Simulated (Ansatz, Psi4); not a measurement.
## C2H7P (dimethylphosphine): the electronic atomisation energy, rung by rung

C2H7P has 10 atoms, charge 0, and is taken as a singlet. As SMILES, `CPC`. The shape is that of a PBE0-D4/def2-TZVP optimisation.

Quantity: the electronic atomisation energy, in eV. The values are calculated. Electronic energies at fixed atoms, without zero-point motion or spin-orbit coupling.

| level | kind | program | value (eV) | CPU time (all runs) |
| --- | --- | --- | --- | --- |
| revPBE/6-311+G** | GGA | Ansatz | 35.27 | 11 s |
| M06-L/6-311+G** | meta-GGA | Psi4 | 35.88 | 75 s |
| BHLYP/6-311+G** | global hybrid | Ansatz | 35.29 | 13 s |
| PBE0/6-311+G** | global hybrid | Psi4 | 35.99 | 32 s |
| CAM-B3LYP/6-311+G** | range-separated hybrid | Ansatz | 36.11 | 14 s |
| wB97M-V/6-311+G** | range-separated hybrid | Ansatz | 36.19 | 1.7 min |
| MP2/6-311+G** | perturbation theory | Ansatz | 34.10 | 5.3 s |
| CCSD/6-311+G** | coupled cluster or CI | Ansatz | 33.89 | 32 s |

The values span 33.89 to 36.19 eV. CPU times are rough (shared hosts, several kinds of processor): they show what a rung costs within a factor of a few.

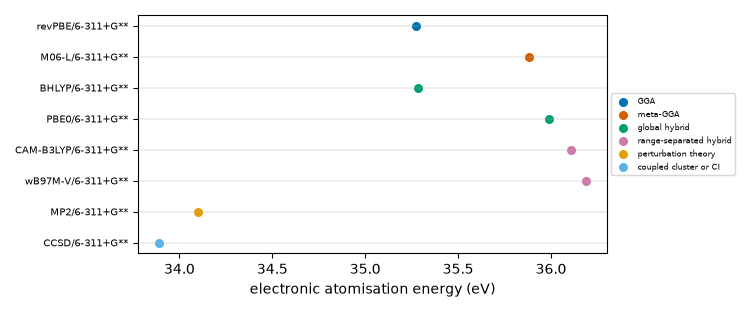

The values of the table, level by level.
